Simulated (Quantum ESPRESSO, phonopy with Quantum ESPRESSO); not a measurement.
# Grüneisen parameters and expansion of NaCl (Fm-3m), part 7 of 8

Wanted: mode Grüneisen parameters of NaCl and a free-energy fit over volumes.

Experimental results on record:
- volume expansion coefficient 121.2 1e-6/K near room temperature (given in “Descriptors for thermal expansion in solids”, 2017, arXiv:1701.03966)
- volume expansion coefficient 119.1 1e-6/K and heat capacity C_P per formula unit 50.54 J/mol/K near room temperature (given in “High-Throughput Prediction of Finite-Temperature Properties using the Quasi-Harmonic Approximation”, 2016, arXiv:1603.06924)

Quantum ESPRESSO 7.5; DFT PBEsol, scalar-relativistic, plane waves, GBRV ultrasoft pseudopotentials.

So far. Step 13 (Ground state at this cell, V/V0 0.985): The run ends at a pressure of 0.27 GPa. Step 14 (Zone-centre response): The Born charges sum to zero within 0.028 e; the rest is removed before use. Acoustic frequencies in this log differ from zero by the error of the sum rule, which ph.x does not impose. This version of ph.x has a suspected fault in its gradient-corrected response, so the tensors carry some doubt.

The database entry behind the starting cell differs from later determinations by our own check (an axis about 0.4 % short against later determinations), so it need not match the best structure at ambient conditions.

### 15. A displaced supercell

One atom (for the harmonic constants) or a pair of atoms (for the cubic ones) is moved by a few hundredths of an ångström; the forces on all atoms give a column of force constants. The threshold is tight because the forces are small.

System of this step: NaCl. The cell holds 54 atoms: 27 Na and 27 Cl. Its edges and angles: a = 11.771 Å, b = 11.771 Å, c = 11.771 Å, α = 60.0°, β = 60.0°, γ = 60.0°. It derives from NaCl, repeated 3×3×3.

Contents of disp-00001.in:

```
 &control
    calculation='scf',
    prefix='x',
    outdir='./tmp',
    pseudo_dir='./pseudo',
    tprnfor=.true.,
    disk_io='none',
 /
 &system
    ibrav=0,
    nat=54,
    ntyp=2,
    ecutwfc=34.0,
    ecutrho=204.0,
    occupations='fixed',
    nbnd=218,
 /
 &electrons
    conv_thr=1.0d-11,
    mixing_beta=0.7,
    electron_maxstep=100,
 /
ATOMIC_SPECIES
 Na     22.9898  Na.upf
 Cl     35.4500  Cl.upf
CELL_PARAMETERS angstrom
     0.000000000    8.323392232    8.323392232
     8.323392232    0.000000000    8.323392232
     8.323392232    8.323392232    0.000000000
ATOMIC_POSITIONS crystal
 Na     0.001699083   0.000000000   0.000000000
 Na     0.333333333   0.000000000   0.000000000
 Na     0.666666667   0.000000000   0.000000000
 Na     0.000000000   0.333333333   0.000000000
 Na     0.333333333   0.333333333   0.000000000
 Na     0.666666667   0.333333333   0.000000000
 Na     0.000000000   0.666666667   0.000000000
 Na     0.333333333   0.666666667   0.000000000
 Na     0.666666667   0.666666667   0.000000000
 Na     0.000000000   0.000000000   0.333333333
 Na     0.333333333   0.000000000   0.333333333
 Na     0.666666667   0.000000000   0.333333333
 Na     0.000000000   0.333333333   0.333333333
 Na     0.333333333   0.333333333   0.333333333
 Na     0.666666667   0.333333333   0.333333333
 Na     0.000000000   0.666666667   0.333333333
 Na     0.333333333   0.666666667   0.333333333
 Na     0.666666667   0.666666667   0.333333333
 Na     0.000000000   0.000000000   0.666666667
 Na     0.333333333   0.000000000   0.666666667
 Na     0.666666667   0.000000000   0.666666667
 Na     0.000000000   0.333333333   0.666666667
 Na     0.333333333   0.333333333   0.666666667
 Na     0.666666667   0.333333333   0.666666667
 Na     0.000000000   0.666666667   0.666666667
 Na     0.333333333   0.666666667   0.666666667
 Na     0.666666667   0.666666667   0.666666667
 Cl     0.166666667   0.166666667   0.166666667
 Cl     0.500000000   0.166666667   0.166666667
 Cl     0.833333333   0.166666667   0.166666667
 Cl     0.166666667   0.500000000   0.166666667
 Cl     0.500000000   0.500000000   0.166666667
 Cl     0.833333333   0.500000000   0.166666667
 Cl     0.166666667   0.833333333   0.166666667
 Cl     0.500000000   0.833333333   0.166666667
 Cl     0.833333333   0.833333333   0.166666667
 Cl     0.166666667   0.166666667   0.500000000
 Cl     0.500000000   0.166666667   0.500000000
 Cl     0.833333333   0.166666667   0.500000000
 Cl     0.166666667   0.500000000   0.500000000
 Cl     0.500000000   0.500000000   0.500000000
 Cl     0.833333333   0.500000000   0.500000000
 Cl     0.166666667   0.833333333   0.500000000
 Cl     0.500000000   0.833333333   0.500000000
 Cl     0.833333333   0.833333333   0.500000000
 Cl     0.166666667   0.166666667   0.833333333
 Cl     0.500000000   0.166666667   0.833333333
 Cl     0.833333333   0.166666667   0.833333333
 Cl     0.166666667   0.500000000   0.833333333
 Cl     0.500000000   0.500000000   0.833333333
 Cl     0.833333333   0.500000000   0.833333333
 Cl     0.166666667   0.833333333   0.833333333
 Cl     0.500000000   0.833333333   0.833333333
 Cl     0.833333333   0.833333333   0.833333333
K_POINTS automatic
 2 2 2 0 0 0
```

Started as:

```sh
$ OMP_NUM_THREADS=1 mpirun -n 4 pw.x -nk 4 -in disp-00001.in > disp-00001.out
```

What it wrote:

```text
[banner, memory and clock lines left out]
Program PWSCF v.7.5

     Message from routine setup:
     using ibrav=0 with symmetry is DISCOURAGED, use correct ibrav instead

     G-vector sticks info

     bravais-lattice index     =            0
     lattice parameter (alat)  =      22.2441  a.u.
     unit-cell volume          =    7782.6532 (a.u.)^3
     number of atoms/cell      =           54
     number of atomic types    =            2
     number of electrons       =       432.00
[...]
atom    1 type  1   force =    -0.00000000   -0.00129470   -0.00129470
     atom    2 type  1   force =    -0.00000000    0.00014589    0.00014589
     atom    3 type  1   force =    -0.00000000    0.00014310    0.00014310
[...]
atom   53 type  2   force =     0.00005429   -0.00003140   -0.00003140
     atom   54 type  2   force =    -0.00005363   -0.00003115   -0.00003115

     Total force =     0.002106     Total SCF correction =     0.000000
     Message from routine punch:
     Nothing written, as per user request (disk_io='none')
[key lines of the parts left out:]
!    total energy              =   -3473.04979036 Ry
convergence has been achieved in  13 iterations
```

It took 8.3 min on 4 MPI ranks of Intel Xeon 6975P-C (Granite Rapids), shared host.

### 16. Phonons, V/V0 0.985

This step: DFT PBEsol, scalar-relativistic, plane waves, GBRV ultrasoft pseudopotentials (phonopy with Quantum ESPRESSO 4.10.0 / 7.5).

Wall time 8.3 min (8 threads).

Phonopy, LO-TO term from ph.x's tensors. Phonon branches along the path, in cm⁻¹:

```
    point  branch 1  branch 2  branch 3  branch 4  branch 5  branch 6
        Γ         0         0         0       181       181       266
        X        82        82       131       188       188       200
        U       101       123       132       175       190       198
jump to K       101       123       132       175       190       198
        Γ         0         0         0       181       181       266
        L       125       125       149       149       179       224
        W       114       114       142       164       195       195
        X        82        82       131       188       188       200
```

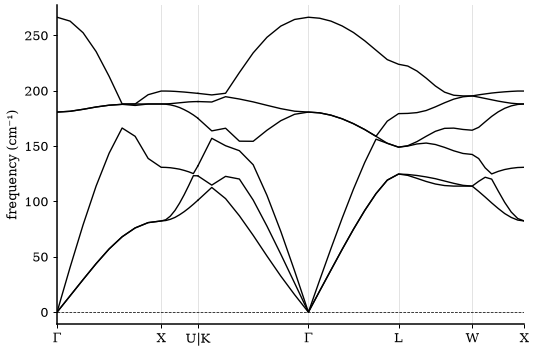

Phonon branches along the path.

No mode is imaginary beyond numerical noise along the path. The highest zone-centre mode (no LO–TO term) moved by +3.7 % for a volume change of -1.5 %.

The time given is that of the 2 pw.x runs on displaced cells behind this step.

### 17. Ground state at this cell, V/V0 1.03

A tight ground state at this cell gives the energy of this member; its pressure is the stress at this cutoff, which can carry an offset from the finite basis.

This step: DFT PBEsol, scalar-relativistic, plane waves, GBRV ultrasoft pseudopotentials (Quantum ESPRESSO 7.5).

System of this step: NaCl. Symmetry: Fm-3m, No. 225, cubic system. Conventional cell: a = 5.632 Å, b = 5.632 Å, c = 5.632 Å, α = 90.00°, β = 90.00°, γ = 90.00°. Nearest to Na lie 6 Cl at 2.82 Å. Nearest to Cl lie 6 Na at 2.82 Å. Farther neighbours and most contacts between anions are not listed.

Contents of scf.in:

```
 &control
    calculation='scf',
    prefix='x',
    outdir='./tmp',
    pseudo_dir='./pseudo',
    tprnfor=.true.,
    tstress=.true.,
 /
 &system
    ibrav=0,
    nat=2,
    ntyp=2,
    ecutwfc=34.0,
    ecutrho=204.0,
    occupations='fixed',
    nbnd=10,
 /
 &electrons
    conv_thr=1.0d-12,
    mixing_beta=0.7,
    electron_maxstep=100,
 /
ATOMIC_SPECIES
 Na     22.9898  Na.upf
 Cl     35.4500  Cl.upf
CELL_PARAMETERS angstrom
     0.000000000    2.816087236    2.816087236
     2.816087236    0.000000000    2.816087236
     2.816087236    2.816087236    0.000000000
ATOMIC_POSITIONS crystal
 Na     0.000000000   0.000000000   0.000000000
 Cl     0.500000000   0.500000000   0.500000000
K_POINTS automatic
 8 8 8 0 0 0
```

Started as:

```sh
$ OMP_NUM_THREADS=1 mpirun -n 8 pw.x -nk 8 -in scf.in > scf.out
```

What it wrote:

```text
[banner, memory and clock lines left out]
Program PWSCF v.7.5

     Message from routine setup:
     using ibrav=0 with symmetry is DISCOURAGED, use correct ibrav instead

     G-vector sticks info

     bravais-lattice index     =            0
     lattice parameter (alat)  =       7.5259  a.u.
     unit-cell volume          =     301.4150 (a.u.)^3
     number of atoms/cell      =            2
     number of atomic types    =            2
     number of electrons       =        16.00
[...]
Total force =     0.000000     Total SCF correction =     0.000000

     Computing stress (Cartesian axis) and pressure

     negative rho (up, down):  1.438E-02 0.000E+00
          total   stress  (Ry/bohr**3)                   (kbar)     P=       -9.21
  -0.00006260  -0.00000000  -0.00000000           -9.21       -0.00       -0.00
  -0.00000000  -0.00006260  -0.00000000           -0.00       -9.21       -0.00
  -0.00000000  -0.00000000  -0.00006260           -0.00       -0.00       -9.21

     XML data file, charge density, pseudopotentials, collected wavefunctions
[key lines of the parts left out:]
!    total energy              =    -128.63174159 Ry
convergence has been achieved in  10 iterations
```

Wall time 2.1 s (8 MPI ranks).

The run ends at a pressure of -0.92 GPa.

### 18. Born charges and dielectric tensor

In a polar crystal the Born charges and ε∞ give the long-range dipole term that a finite supercell misses. They are those of this k-mesh and were not tested on a denser one; where the gap is small they converge slowly, and the LO modes with them.

Contents of ph.in:

```
phonons
 &inputph
    prefix='x',
    outdir='./tmp',
    fildyn='x.dyn',
    tr2_ph=1.0d-18,
    epsil=.true.,
 /
0.000000000 0.000000000 0.000000000
```

scf.in is that of step 17.

Started as:

```sh
$ OMP_NUM_THREADS=1 mpirun -n 8 ph.x -nk 8 -in ph.in > ph.out
```

What it wrote:

```text
[banner, memory and clock lines left out]
Program PHONON v.7.5

     ./tmp/x.save/

     IMPORTANT: XC functional enforced from input :
     Exchange-correlation= PBESOL
                           (   1   4  10   8   0   0   0)
     Any further DFT definition will be discarded
     Please, verify this is what you really want

     G-vector sticks info

     negative rho (up, down):  1.438E-02 0.000E+00
     Reading collected, re-writing distributed wavefunctions in ./tmp/

     Number and degeneracy of irreps per q-point
[...]
freq (    1) =      -0.684205 [THz] =     -22.822636 [cm-1]
     freq (    2) =      -0.684205 [THz] =     -22.822636 [cm-1]
     freq (    3) =      -0.684205 [THz] =     -22.822636 [cm-1]
     freq (    4) =       4.793447 [THz] =     159.892186 [cm-1]
     freq (    5) =       4.793447 [THz] =     159.892186 [cm-1]
     freq (    6) =       4.793447 [THz] =     159.892186 [cm-1]
 **************************************************************************

     Mode symmetry, O_h (m-3m)  point group:

     freq (   1-   3) =        -22.8  [cm-1]   --> T_1u G_15  G_4- I
     freq (   4-   6) =        159.9  [cm-1]   --> T_1u G_15  G_4- I
```

Wall time 16 s (8 MPI ranks); 2.1 min of CPU time.

The Born charges sum to zero within 0.028 e; the rest is removed before use. Acoustic frequencies in this log differ from zero by the error of the sum rule, which ph.x does not impose. This version of ph.x has a suspected fault in its gradient-corrected response, so the tensors carry some doubt.

### 19. Forces on a displaced cell

One atom (for the harmonic constants) or a pair of atoms (for the cubic ones) is moved by a few hundredths of an ångström; the forces on all atoms give a column of force constants. The threshold is tight because the forces are small.

System of this step: NaCl. The cell holds 54 atoms: 27 Na and 27 Cl. Cell: a = 11.948 Å, b = 11.948 Å, c = 11.948 Å, α = 60.0°, β = 60.0°, γ = 60.0°. It derives from NaCl, repeated 3×3×3.

Changes to disp-00001.in since step 15:

```diff
@@ -26,7 +26,7 @@
 CELL_PARAMETERS angstrom
-     0.000000000    8.323392232    8.323392232
-     8.323392232    0.000000000    8.323392232
-     8.323392232    8.323392232    0.000000000
+     0.000000000    8.448261709    8.448261709
+     8.448261709    0.000000000    8.448261709
+     8.448261709    8.448261709    0.000000000
 ATOMIC_POSITIONS crystal
- Na     0.001699083   0.000000000   0.000000000
+ Na     0.001673970   0.000000000   0.000000000
  Na     0.333333333   0.000000000   0.000000000
```

Started as:

```sh
$ OMP_NUM_THREADS=1 mpirun -n 4 pw.x -nk 4 -in disp-00001.in > disp-00001.out
```

What it wrote:

```text
[banner, memory and clock lines left out]
Program PWSCF v.7.5

     Message from routine setup:
     using ibrav=0 with symmetry is DISCOURAGED, use correct ibrav instead

     G-vector sticks info

     bravais-lattice index     =            0
     lattice parameter (alat)  =      22.5778  a.u.
     unit-cell volume          =    8138.2059 (a.u.)^3
     number of atoms/cell      =           54
     number of atomic types    =            2
     number of electrons       =       432.00
[...]
atom    1 type  1   force =     0.00000000   -0.00109690   -0.00109690
     atom    2 type  1   force =    -0.00000000    0.00014060    0.00014060
     atom    3 type  1   force =     0.00000000    0.00013803    0.00013803
[...]
atom   53 type  2   force =     0.00005397   -0.00003122   -0.00003122
     atom   54 type  2   force =    -0.00005334   -0.00003099   -0.00003099

     Total force =     0.001782     Total SCF correction =     0.000000
     Message from routine punch:
     Nothing written, as per user request (disk_io='none')
[key lines of the parts left out:]
!    total energy              =   -3473.05705584 Ry
convergence has been achieved in  13 iterations
```

Elapsed: 8.7 min, on 4 MPI ranks; 35 min of CPU time.

### 20. Phonons, V/V0 1.03

This step: DFT PBEsol, scalar-relativistic, plane waves, GBRV ultrasoft pseudopotentials (phonopy with Quantum ESPRESSO 4.10.0 / 7.5).

Elapsed: 8.7 min, on 8 threads.

No mode is imaginary beyond numerical noise along the path. The highest zone-centre mode (no LO–TO term) moved by -7.2 % for a volume change of +3.0 %.

The time given is that of the 2 pw.x runs on displaced cells behind this step.

### 21. Self-consistent run, V/V0 0.97

A tight ground state at this cell gives the energy of this member; its pressure is the stress at this cutoff, which can carry an offset from the finite basis.

This step: DFT PBEsol, scalar-relativistic, plane waves, GBRV ultrasoft pseudopotentials (Quantum ESPRESSO 7.5).

System of this step: NaCl. It takes space group Fm-3m (No. 225, cubic). The conventional cell has a = 5.521 Å, b = 5.521 Å, c = 5.521 Å, α = 90.00°, β = 90.00°, γ = 90.00°. Na has 6 Cl at 2.76 Å nearest. Nearest to Cl lie 6 Na at 2.76 Å. Farther neighbours and most contacts between anions are not listed.

Changes to scf.in since step 18:

```diff
@@ -26,5 +26,5 @@
 CELL_PARAMETERS angstrom
-     0.000000000    2.816087236    2.816087236
-     2.816087236    0.000000000    2.816087236
-     2.816087236    2.816087236    0.000000000
+     0.000000000    2.760308402    2.760308402
+     2.760308402    0.000000000    2.760308402
+     2.760308402    2.760308402    0.000000000
 ATOMIC_POSITIONS crystal
```

Started as:

```sh
$ OMP_NUM_THREADS=1 mpirun -n 8 pw.x -nk 8 -in scf.in > scf.out
```

What it wrote:

```text
[banner, memory and clock lines left out]
Program PWSCF v.7.5

     Message from routine setup:
     using ibrav=0 with symmetry is DISCOURAGED, use correct ibrav instead

     G-vector sticks info

     bravais-lattice index     =            0
     lattice parameter (alat)  =       7.3769  a.u.
     unit-cell volume          =     283.8569 (a.u.)^3
     number of atoms/cell      =            2
     number of atomic types    =            2
     number of electrons       =        16.00
[...]
Total force =     0.000000     Total SCF correction =     0.000000

     Computing stress (Cartesian axis) and pressure

     negative rho (up, down):  1.463E-02 0.000E+00
          total   stress  (Ry/bohr**3)                   (kbar)     P=        7.37
   0.00005010  -0.00000000  -0.00000000            7.37       -0.00       -0.00
  -0.00000000   0.00005010  -0.00000000           -0.00        7.37       -0.00
  -0.00000000  -0.00000000   0.00005010           -0.00       -0.00        7.37

     XML data file, charge density, pseudopotentials, collected wavefunctions
[key lines of the parts left out:]
!    total energy              =    -128.63113828 Ry
convergence has been achieved in  10 iterations
```

Run time: 2.1 s. Hardware: 8 MPI ranks; 15 s of CPU time.

The run ends at a pressure of 0.74 GPa.

### 22. Zone-centre response

In a polar crystal the Born charges and ε∞ give the long-range dipole term that a finite supercell misses. They are those of this k-mesh and were not tested on a denser one; where the gap is small they converge slowly, and the LO modes with them.

ph.in is that of step 18.

scf.in is that of step 21.

Started as:

```sh
$ OMP_NUM_THREADS=1 mpirun -n 8 ph.x -nk 8 -in ph.in > ph.out
```

What it wrote:

```text
[banner, memory and clock lines left out]
Program PHONON v.7.5

     ./tmp/x.save/

     IMPORTANT: XC functional enforced from input :
     Exchange-correlation= PBESOL
                           (   1   4  10   8   0   0   0)
     Any further DFT definition will be discarded
     Please, verify this is what you really want

     G-vector sticks info

     negative rho (up, down):  1.463E-02 0.000E+00
     Reading collected, re-writing distributed wavefunctions in ./tmp/

     Number and degeneracy of irreps per q-point
[...]
freq (    1) =      -0.670619 [THz] =     -22.369443 [cm-1]
     freq (    2) =      -0.670619 [THz] =     -22.369443 [cm-1]
     freq (    3) =      -0.670619 [THz] =     -22.369443 [cm-1]
     freq (    4) =       5.575036 [THz] =     185.963168 [cm-1]
     freq (    5) =       5.575036 [THz] =     185.963168 [cm-1]
     freq (    6) =       5.575036 [THz] =     185.963168 [cm-1]
 **************************************************************************

     Mode symmetry, O_h (m-3m)  point group:

     freq (   1-   3) =        -22.4  [cm-1]   --> T_1u G_15  G_4- I
     freq (   4-   6) =        186.0  [cm-1]   --> T_1u G_15  G_4- I
```

It took 16 s on 8 MPI ranks.

ε∞:

```
2.61 0.00 0.00
0.00 2.61 0.00
0.00 0.00 2.61
```

The Born charges sum to zero within 0.028 e; the rest is removed before use. Acoustic frequencies in this log differ from zero by the error of the sum rule, which ph.x does not impose. This version of ph.x has a suspected fault in its gradient-corrected response, so the tensors carry some doubt.

### 23. A displaced supercell

One atom (for the harmonic constants) or a pair of atoms (for the cubic ones) is moved by a few hundredths of an ångström; the forces on all atoms give a column of force constants. The threshold is tight because the forces are small.

System of this step: NaCl. The cell holds 54 atoms: 27 Na and 27 Cl. Its edges and angles: a = 11.711 Å, b = 11.711 Å, c = 11.711 Å, α = 60.0°, β = 60.0°, γ = 60.0°. It derives from NaCl, repeated 3×3×3.

Changes to disp-00001.in since step 19:

```diff
@@ -26,7 +26,7 @@
 CELL_PARAMETERS angstrom
-     0.000000000    8.448261709    8.448261709
-     8.448261709    0.000000000    8.448261709
-     8.448261709    8.448261709    0.000000000
+     0.000000000    8.280925207    8.280925207
+     8.280925207    0.000000000    8.280925207
+     8.280925207    8.280925207    0.000000000
 ATOMIC_POSITIONS crystal
- Na     0.001673970   0.000000000   0.000000000
+ Na     0.001707797   0.000000000   0.000000000
  Na     0.333333333   0.000000000   0.000000000
```

Started as:

```sh
$ OMP_NUM_THREADS=1 mpirun -n 4 pw.x -nk 4 -in disp-00001.in > disp-00001.out
```

What it wrote:

```text
[banner, memory and clock lines left out]
Program PWSCF v.7.5

     Message from routine setup:
     using ibrav=0 with symmetry is DISCOURAGED, use correct ibrav instead

     G-vector sticks info

     bravais-lattice index     =            0
     lattice parameter (alat)  =      22.1306  a.u.
     unit-cell volume          =    7664.1357 (a.u.)^3
     number of atoms/cell      =           54
     number of atomic types    =            2
     number of electrons       =       432.00
[...]
atom    1 type  1   force =    -0.00000000   -0.00136893   -0.00136893
     atom    2 type  1   force =    -0.00000000    0.00014776    0.00014776
     atom    3 type  1   force =     0.00000000    0.00014490    0.00014490
[...]
atom   53 type  2   force =     0.00005436   -0.00003145   -0.00003145
     atom   54 type  2   force =    -0.00005370   -0.00003121   -0.00003121

     Total force =     0.002230     Total SCF correction =     0.000000
     Message from routine punch:
     Nothing written, as per user request (disk_io='none')
[key lines of the parts left out:]
!    total energy              =   -3473.04030867 Ry
convergence has been achieved in  13 iterations
```

It took 8.5 min on 4 MPI ranks.

### 24. Lattice dynamics at this volume, V/V0 0.97

This step: DFT PBEsol, scalar-relativistic, plane waves, GBRV ultrasoft pseudopotentials (phonopy with Quantum ESPRESSO 4.10.0 / 7.5).

It took 8.5 min on 8 threads; 68 min of CPU time.

No mode is imaginary beyond numerical noise along the path. The highest zone-centre mode (no LO–TO term) moved by +7.6 % for a volume change of -3.0 %.

The time given is that of the 2 pw.x runs on displaced cells behind this step.

(Continued in part 8 of 8.)

[Logs are printed without paths, hosts, clocks, repeated set-up lines and the standing remarks that a program may print on its own settings, such as how far it seeks lower states.]

[Hosts, paths, dates, database ids (printed as entryN), source tags and the programs' standing remarks are cut or masked in the printed files.]

[A step with changed settings may run another functional than the one named; its input shows which.]

[Of the runs on displaced cells, only some may be shown.]
